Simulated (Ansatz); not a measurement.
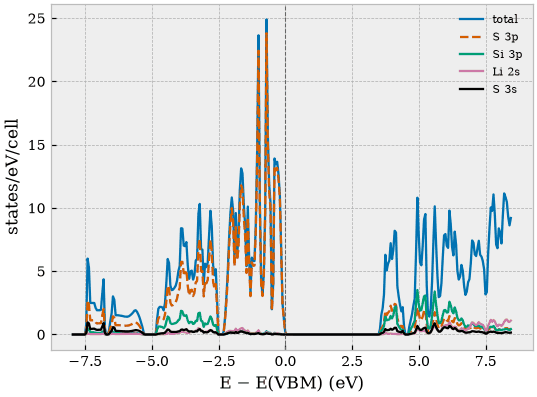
Total and projected density of states of Li2SiS3 in space group Cmc2_1 (No. 36; Li on 8b, Si on 4a, S on 8b, S on 4a), r²SCAN (plane waves, PAW; program Ansatz)

Q: Which orbitals carry the states next to the gap?

A: Top 1 eV of the valence band: S 3p 96 %. Bottom 1 eV of the conduction band: S 3p 31 %, Si 3p 22 %, Si 3s 20 %, S 3s 7 %, outside the projected shells 18 %. Projections are on Löwdin-orthogonalised atomic valence shells; empty p or d shells of many metals are not among them.

Q: Where is the tallest occupied peak in this window, and what makes it?

A: Near -0.7 eV, about 25 states/eV per cell; the largest projected share is S 3p.

The workflow started from a Materials Project entry (that database holds measured and hypothetical structures alike); the Crystallography Open Database copy checked does not list it. Whether it is the stable phase at ambient conditions was not checked. Symmetry was held in the r²SCAN relaxation; its stability against distortions is not shown here.

Potentials: the later of the program's two PAW sets.
